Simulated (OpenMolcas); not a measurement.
# Multiconfigurational calculation, with input and output: Ta²⁺

System: Ta²⁺.
Method: state-averaged CASSCF, active space 3 electrons in the shell 5d, basis ANO-RCC-VDZP, DKH2 scalar Hamiltonian, spin-orbit coupling by RASSI with atomic mean-field integrals (OpenMolcas).

### Results in brief

| quantity | value |
| --- | --- |
| outcome | converged |
| lowest level | 5d³ ⁴F₃/₂ |
| first excited level | 5d³ ⁴F₅/₂, 2,594 cm⁻¹ |
| energy of the lowest spin-free term | −15589.14048 hartree |
| energy of the lowest spin-orbit level | −15589.16650 hartree |
| largest spread among components of a term | 0.0 cm⁻¹ |
| hardware | 1 CPU thread, shared host |
| wall time | 20 s |

### Notes

Without dynamic correlation the splittings between terms come out too large, often by 20 to 50 %. Limits: only configurations of the active space are included.

### The input
```
&GATEWAY
Coord
1

Ta 0.0 0.0 0.0
Basis=ANO-RCC-VDZP
Group=XYZ
NoMove
AngMom=0.0 0.0 0.0
AMFI
&SEWARD
&RASSCF
FileOrb=start.orb
Symmetry=1
Spin=4
nActEl=3 0 0
Inactive=15 19
Ras2=5 0
CIRoot=10 10 1
SDav=10
CIMx=300
Iter=120 100
PrWF=0.3
OrbListing=Nothing
MaxOrb=0
Atom
>>> COPY $Project.JobIph JOB001
&RASSCF
FileOrb=start.orb
Symmetry=1
Spin=2
nActEl=3 0 0
Inactive=15 19
Ras2=5 0
CIRoot=40 40 1
SDav=40
CIMx=300
Iter=120 100
PrWF=0.3
OrbListing=Nothing
MaxOrb=0
Atom
>>> COPY $Project.JobIph JOB002
&RASSI
NrOfJobIphs=2 10 40
1 2 3 4 5 6 7 8 9 10
1 2 3 4 5 6 7 8 9 10 11 12 13 14 15 16 17 18 19 20 21 22 23 24 25 26 27
28 29 30 31 32 33 34 35 36 37 38 39 40
IphNames
JOB001
JOB002
EJob
SpinOrbit
DIPRint=1.0
SOCoupling=1000.0
Subsets=2
MEES
Property=10
'ANGMOM' 1 'ANGMOM' 2 'ANGMOM' 3 'MLTPL  1' 1 'MLTPL  1' 2 'MLTPL  1' 3
'AMFI' 1 'AMFI' 2 'AMFI' 3 'MLTPL  2' 6
SOProperty=3
'ANGMOM' 1 'ANGMOM' 2 'ANGMOM' 3
```

The file start.orb holds starting orbitals from an earlier step. A driver script formed the levels outside the program, from RASSI's spin-orbit matrix and the active-space energies, averaged over the components of each term or state.

Run as:
```bash
OMP_NUM_THREADS=1 MOLCAS_MEM=2252 MOLCAS_PROJECT=a pymolcas a.inp > a.log  # once for each step of the input, in one work folder
```

### Log (extracts)
```
--- SEWARD ---
Basis set label: TA.ANO-RCC...7S6P4D2F1G.

      Electronic valence basis set:
      ------------------
      Associated Effective Charge  73.000000 au
      Associated Actual Charge     73.000000 au
      Nuclear Model: Point charge

      Shell  nPrim  nBasis  Cartesian Spherical Contaminant
         s      24       7        X
         p      21       6        X
         d      15       4                 X
         f      11       2                 X
         g       4       1                 X
                  Relativistic Douglas-Kroll-Hess integrals:
                    - DKH order of Hamiltonian: 2
                    - DKH order of Properties : 0
                  Atomic mean-field integrals
--- RASSCF ---
Wave function specifications:
      -----------------------------

      Number of closed shell electrons          68
      Number of electrons in active shells       3
      Max number of holes in RAS1 space          0
      Max nr of electrons in RAS3 space          0
      Number of inactive orbitals               34
      Number of active orbitals                  5
      Number of secondary orbitals              29
      Spin quantum number                      1.5
      State symmetry                             1
Orbital specifications:
      -----------------------

      Symmetry species                           1   2
                                                ag  au
      Frozen orbitals                            0   0
      Inactive orbitals                         15  19
      Active orbitals                            5   0
      RAS1 orbitals                              0   0
      RAS2 orbitals                              5   0
      RAS3 orbitals                              0   0
      Secondary orbitals                        16  13
      Deleted orbitals                           0   0
      Number of basis functions                 36  32
      Number of CSFs                            10
      Number of root(s) required                10
      Iter CI   SX   CI       RASSCF       Energy    max ROT     max BLB   max BLB  Level Ln srch  Step   QN
          iter iter root      energy       change     param      element    value   shift minimum  type update
 Nr of preliminary CI iterations:   1
      Total energies have been shifted. Add               -15000.00 au
        1   1    2    0  -589.12729422    0.00E+00  -4.16E-08   17  23 2 -1.81E-07   0.00   0.00    SX    NO
        2   1    2    0  -589.12729422   -2.18E-11  -8.82E-09   13  27 2 -8.44E-08   0.00   0.00    SX    NO
        3   1    2    0  -589.12729422   -9.09E-12   1.37E-08   13  27 2  8.25E-08   0.00   0.00    SX    NO
        4   1    2    0  -589.12729422    7.28E-12  -1.64E-08   13  27 2 -8.94E-08   0.00   0.00    SX    NO
      Convergence after  4 iterations
        5   1    2    0  -589.12729422    1.46E-11  -1.64E-08   13  27 2  9.76E-08   0.00   0.00    SX    NO
      Natural orbitals and occupation numbers for root  1
      sym 1:   0.116819   0.883181   0.116819   0.883181   1.000000
      Natural orbitals and occupation numbers for root  2
      sym 1:   1.000000   0.680012   0.319988   0.680012   0.319988
      Natural orbitals and occupation numbers for root  3
      sym 1:   0.981503   0.018497   0.981503   1.000000   0.018497
::    RASSCF root number  1 Total energy: -15589.14048408
::    RASSCF root number  2 Total energy: -15589.14048408
::    RASSCF root number  3 Total energy: -15589.14048408
::    RASSCF root number  4 Total energy: -15589.14048408
::    RASSCF root number  5 Total energy: -15589.14048408
::    RASSCF root number  6 Total energy: -15589.14048408
::    RASSCF root number  7 Total energy: -15589.14048408
::    RASSCF root number  8 Total energy: -15589.09651787
::    RASSCF root number  9 Total energy: -15589.09651787
::    RASSCF root number 10 Total energy: -15589.09651787
--- RASSCF ---
Wave function specifications:
      -----------------------------

      Number of closed shell electrons          68
      Number of electrons in active shells       3
      Max number of holes in RAS1 space          0
      Max nr of electrons in RAS3 space          0
      Number of inactive orbitals               34
      Number of active orbitals                  5
      Number of secondary orbitals              29
      Spin quantum number                      0.5
      State symmetry                             1
Orbital specifications:
      -----------------------

      Symmetry species                           1   2
                                                ag  au
      Frozen orbitals                            0   0
      Inactive orbitals                         15  19
      Active orbitals                            5   0
      RAS1 orbitals                              0   0
      RAS2 orbitals                              5   0
      RAS3 orbitals                              0   0
      Secondary orbitals                        16  13
      Deleted orbitals                           0   0
      Number of basis functions                 36  32
      Number of CSFs                            40
      Number of root(s) required                40
      Iter CI   SX   CI       RASSCF       Energy    max ROT     max BLB   max BLB  Level Ln srch  Step   QN
          iter iter root      energy       change     param      element    value   shift minimum  type update
 Nr of preliminary CI iterations:   1
      Total energies have been shifted. Add               -15000.00 au
        1   1    4    0  -589.06119670    0.00E+00  -1.10E-02   16  23 1 -6.19E-03*  0.00   0.00    SX    NO
        2   1    5    0  -589.06150786   -3.11E-04*  2.25E-03   17  23 2 -5.96E-03*  0.00   0.00    SX    NO
        3   1    5    0  -589.06151260   -4.75E-06*  1.76E-03   13  27 2 -7.40E-03*  0.00   0.00    SX    NO
        4   1    5    0  -589.06150663    5.97E-06*  1.62E-03   13  27 2  8.26E-03*  0.00   0.00    SX    NO
        5   1    5    0  -589.06149914    7.49E-06*  1.22E-03   13  27 2 -9.11E-03*  0.00   0.48    SX   YES
        6   1    5    0  -589.06153422   -3.51E-05*  3.76E-04   13  27 2  4.18E-03*  0.00   0.69    QN   YES
        7   1    3    0  -589.06154354   -9.32E-06*  1.46E-06   13  27 2  1.19E-05   0.00   1.00    QN   YES
        8   1    2    0  -589.06154354   -6.91E-11  -1.17E-07    7  23 2  1.63E-07   0.00   1.00    QN   YES
      Convergence after  8 iterations
        9   1    2    0  -589.06154354   -7.28E-12  -1.17E-07   17  20 2  3.14E-08   0.00   1.00    QN   YES
      Natural orbitals and occupation numbers for root  1
      sym 1:   0.569337   0.629491   0.701525   0.693989   0.405658
      Natural orbitals and occupation numbers for root  2
      sym 1:   0.562724   0.635553   0.688638   0.704807   0.408278
      Natural orbitals and occupation numbers for root  3
      sym 1:   0.499772   0.610434   0.489028   0.702157   0.698610
::    RASSCF root number  1 Total energy: -15589.09410912
::    RASSCF root number  2 Total energy: -15589.09410912
::    RASSCF root number  3 Total energy: -15589.09410912
::    RASSCF root number  4 Total energy: -15589.09410912
::    RASSCF root number  5 Total energy: -15589.09410912
::    RASSCF root number  6 Total energy: -15589.09410912
::    RASSCF root number  7 Total energy: -15589.09410912
::    RASSCF root number  8 Total energy: -15589.09410912
::    RASSCF root number  9 Total energy: -15589.09410912
::    RASSCF root number 10 Total energy: -15589.07959579
::    RASSCF root number 11 Total energy: -15589.07959579
::    RASSCF root number 12 Total energy: -15589.07959579
::    RASSCF root number 13 Total energy: -15589.07959579
::    RASSCF root number 14 Total energy: -15589.07959579
::    RASSCF root number 15 Total energy: -15589.07959579
::    RASSCF root number 16 Total energy: -15589.07959579
::    RASSCF root number 17 Total energy: -15589.07959579
::    RASSCF root number 18 Total energy: -15589.07959579
::    RASSCF root number 19 Total energy: -15589.07959579
::    RASSCF root number 20 Total energy: -15589.07959579
::    RASSCF root number 21 Total energy: -15589.07959579
::    RASSCF root number 22 Total energy: -15589.07959579
::    RASSCF root number 23 Total energy: -15589.07959579
::    RASSCF root number 24 Total energy: -15589.07393858
::    RASSCF root number 25 Total energy: -15589.07393858
::    RASSCF root number 26 Total energy: -15589.07393858
::    RASSCF root number 27 Total energy: -15589.07393858
::    RASSCF root number 28 Total energy: -15589.07393858
::    RASSCF root number 29 Total energy: -15589.03605579
::    RASSCF root number 30 Total energy: -15589.03605579
--- RASSI ---
SPIN-FREE ENERGIES:
  (Shifted by EMIN (a.u.) =     -15589.1404840796)

 SF State       Relative EMIN(au)   Rel lowest level(eV)    D:o, cm**(-1)      L_eff

     1             0.0000000000        0.0000000000              0.0000         3.0
     2             0.0000000000        0.0000000000              0.0000         3.0
     3             0.0000000000        0.0000000000              0.0000         3.0
     4             0.0000000000        0.0000000000              0.0000         3.0
     5             0.0000000000        0.0000000000              0.0000         3.0
     6             0.0000000000        0.0000000000              0.0000         3.0
     7             0.0000000000        0.0000000000              0.0000         3.0
     8             0.0439662102        1.1963815269           9649.4678         1.0
     9             0.0439662102        1.1963815269           9649.4678         1.0
    10             0.0439662102        1.1963815269           9649.4678         1.0
    11             0.0463749594        1.2619269321          10178.1271         4.0
    12             0.0463749594        1.2619269321          10178.1271         4.0
    13             0.0463749594        1.2619269321          10178.1271         4.0
    14             0.0463749594        1.2619269321          10178.1271         4.0
    15             0.0463749594        1.2619269321          10178.1271         4.0
    16             0.0463749594        1.2619269321          10178.1271         4.0
    17             0.0463749594        1.2619269321          10178.1271         4.0
    18             0.0463749594        1.2619269321          10178.1271         4.0
    19             0.0463749594        1.2619269321          10178.1271         4.0
    20             0.0608882930        1.6568548597          13363.4357         5.0
    21             0.0608882930        1.6568548597          13363.4357         5.0
    22             0.0608882930        1.6568548597          13363.4357         4.8
    23             0.0608882930        1.6568548597          13363.4357         4.9
    24             0.0608882930        1.6568548597          13363.4357         1.9
    25             0.0608882930        1.6568548597          13363.4357         4.3
    26             0.0608882930        1.6568548597          13363.4357         2.4
    27             0.0608882930        1.6568548597          13363.4357         3.6
    28             0.0608882930        1.6568548597          13363.4357         4.3
    29             0.0608882930        1.6568548597          13363.4357         4.8
    30             0.0608882930        1.6568548597          13363.4357         4.9
    31             0.0608882930        1.6568548597          13363.4357         4.9
    32             0.0608882930        1.6568548597          13363.4357         4.8
    33             0.0608882930        1.6568548597          13363.4357         4.9
    34             0.0665455022        1.8107953639          14605.0496         2.0
    35             0.0665455022        1.8107953639          14605.0496         2.0
    36             0.0665455022        1.8107953639          14605.0496         2.0
    37             0.0665455022        1.8107953639          14605.0496         2.0
    38             0.0665455022        1.8107953639          14605.0496         2.0
    39             0.1044282941        2.8416386452          22919.3613         3.0
    40             0.1044282941        2.8416386452          22919.3613         3.0
Eigenvalues of complex Hamiltonian:
   -----------------------------------
  (Shifted by EMIN (a.u.) =     -15589.1404840796)

 SO State       Relative EMIN(au)   Rel lowest level(eV)    D:o, cm**(-1)     J-value

     1            -0.0260207907        0.0000000001              0.0000         1.4
     2            -0.0260207907        0.0000000000              0.0000         1.0
     3            -0.0260207907        0.0000000001              0.0000         1.3
     4            -0.0260207907        0.0000000000              0.0000         0.9
     5            -0.0142019038        0.3216082964           2593.9458         2.3
     6            -0.0142019038        0.3216082964           2593.9458         2.2
     7            -0.0142019038        0.3216082964           2593.9458         1.8
     8            -0.0142019038        0.3216082964           2593.9458         2.0
     9            -0.0142019038        0.3216082964           2593.9458         1.7
    10            -0.0142019038        0.3216082964           2593.9458         1.6
    11            -0.0021271039        0.6501803418           5244.0581         2.5
    12            -0.0021271039        0.6501803418           5244.0581         2.5
    13            -0.0021271039        0.6501803418           5244.0581         3.1
    14            -0.0021271039        0.6501803418           5244.0581         3.0
    15            -0.0021271039        0.6501803418           5244.0581         3.2
    16            -0.0021271039        0.6501803418           5244.0581         2.4
    17            -0.0021271039        0.6501803418           5244.0581         3.0
    18            -0.0021271039        0.6501803418           5244.0581         2.4
    19             0.0086449740        0.9433035141           7608.2559         3.9
    20             0.0086449740        0.9433035141           7608.2559         2.9
    21             0.0086449740        0.9433035141           7608.2559         3.7
    22             0.0086449740        0.9433035141           7608.2559         4.1
    23             0.0086449740        0.9433035141           7608.2559         4.0
    24             0.0086449740        0.9433035141           7608.2559         3.3
    25             0.0086449740        0.9433035141           7608.2559         4.1
    26             0.0086449740        0.9433035141           7608.2559         4.1
    27             0.0086449740        0.9433035141           7608.2559         2.8
    28             0.0086449740        0.9433035141           7608.2559         2.6
    29             0.0248900747        1.3853552230          11173.6434         1.3
    30             0.0248900747        1.3853552230          11173.6434         1.3
    31             0.0248900747        1.3853552229          11173.6434         1.0
    32             0.0248900747        1.3853552229          11173.6434         1.0
    33             0.0293546120        1.5068414711          12153.4961         0.4
    34             0.0293546120        1.5068414711          12153.4961         0.4
    35             0.0394858537        1.7825266029          14377.0466         2.1
    36             0.0394858537        1.7825266029          14377.0466         2.1
    37             0.0394858537        1.7825266029          14377.0466         2.6
    38             0.0394858537        1.7825266029          14377.0466         2.9
    39             0.0394858537        1.7825266029          14377.0466         3.0
    40             0.0394858537        1.7825266029          14377.0466         2.8
    41             0.0394858537        1.7825266028          14377.0466         3.3
Weights of the five most important spin-orbit-free states for each spin-orbit state.

 SO State  Total energy (au)           Spin-free states, spin, and weights
 -------------------------------------------------------------------------------------------------------
    1        -0.026021       6 1.5  0.2109    7 1.5  0.1968    4 1.5  0.1420    5 1.5  0.1355    3 1.5  0.1164
    2        -0.026021       2 1.5  0.2109    1 1.5  0.1938    5 1.5  0.1411    4 1.5  0.1380    3 1.5  0.1371
    3        -0.026021       7 1.5  0.2188    6 1.5  0.2016    4 1.5  0.1313    3 1.5  0.1273    5 1.5  0.1205
    4        -0.026021       2 1.5  0.2274    1 1.5  0.1757    3 1.5  0.1481    5 1.5  0.1317    4 1.5  0.1176
    5        -0.014202       7 1.5  0.2079    6 1.5  0.1822    5 1.5  0.1807    3 1.5  0.1420    4 1.5  0.1236
    6        -0.014202       6 1.5  0.2202    7 1.5  0.2040    3 1.5  0.1819    5 1.5  0.1203    4 1.5  0.1015
    7        -0.014202       1 1.5  0.1686    6 1.5  0.1622    5 1.5  0.1538    4 1.5  0.1381    2 1.5  0.1371
    8        -0.014202       4 1.5  0.1878    1 1.5  0.1878    2 1.5  0.1569    7 1.5  0.1307    5 1.5  0.1160
    9        -0.014202       1 1.5  0.1899    2 1.5  0.1745    4 1.5  0.1744    5 1.5  0.1204    3 1.5  0.1186
   10        -0.014202       2 1.5  0.2406    3 1.5  0.1637    5 1.5  0.1437    1 1.5  0.1308    7 1.5  0.1271
   11        -0.002127       7 1.5  0.2059    6 1.5  0.1787    3 1.5  0.1606    1 1.5  0.1377    2 1.5  0.1198
   12        -0.002127       7 1.5  0.2056    3 1.5  0.1981    1 1.5  0.1897    6 1.5  0.1592    2 1.5  0.0960
```

### Spin-orbit levels, grouped by J and assigned (the lowest 15)

```
Configuration                  Level  E (cm⁻¹)  LS purity (%)  Landé g
          5d³                  ⁴F₃/₂         0             93    0.432
          5d³                  ⁴F₅/₂     2,594             97    1.033
          5d³                  ⁴F₇/₂     5,244             95    1.223
          5d³                  ⁴F₉/₂     7,608             84    1.295
          5d³                  ⁴P₃/₂    11,170             57    1.486
          5d³                  ⁴P₁/₂    12,150             80    2.272
          5d³                  ²G₇/₂    14,380             94    0.909
          5d³  J = 9/2 (even, mixed)    14,920             53    1.032
          5d³                  ⁴P₅/₂    15,810             94    1.576
          5d³  J = 3/2 (even, mixed)    17,940             50    1.167
          5d³                  ²P₁/₂    18,990             80    1.064
          5d³                 ²H₁₁/₂    20,150            100    1.091
          5d³  J = 9/2 (even, mixed)    21,470             51    1.028
          5d³                  ²D₅/₂    22,130             92    1.211
          5d³                  ²P₃/₂    24,670             58    1.180
```

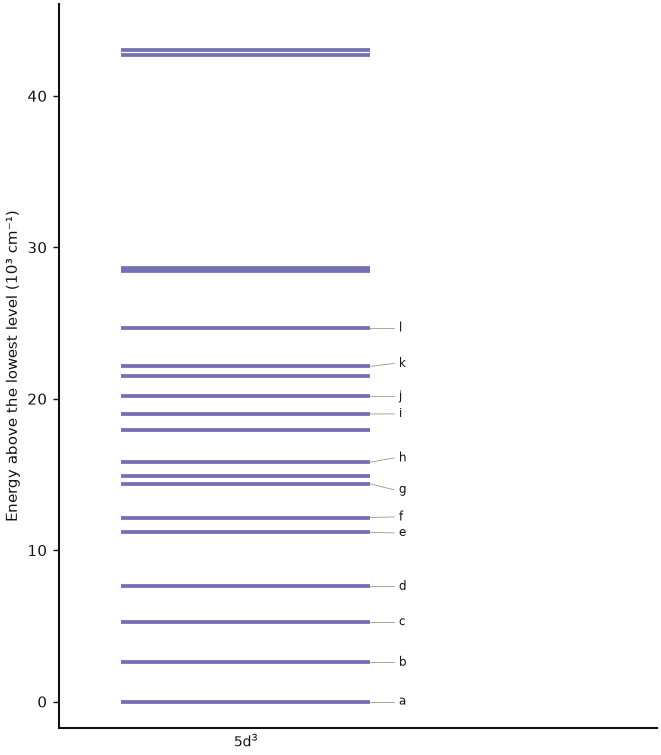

The lowest computed levels of Ta III (Ta²⁺), 12 of them lettered. a: 5d³ ⁴F₃/₂ at 0; b: 5d³ ⁴F₅/₂ at 2,590 cm⁻¹; c: 5d³ ⁴F₇/₂ at 5,240 cm⁻¹; d: 5d³ ⁴F₉/₂ at 7,610 cm⁻¹; e: 5d³ ⁴P₃/₂ at 11,200 cm⁻¹; f: 5d³ ⁴P₁/₂ at 12,200 cm⁻¹; g: 5d³ ²G₇/₂ at 14,400 cm⁻¹; h: 5d³ ⁴P₅/₂ at 15,800 cm⁻¹; i: 5d³ ²P₁/₂ at 19,000 cm⁻¹; j: 5d³ ²H₁₁/₂ at 20,200 cm⁻¹; k: 5d³ ²D₅/₂ at 22,100 cm⁻¹; l: 5d³ ²P₃/₂ at 24,700 cm⁻¹.
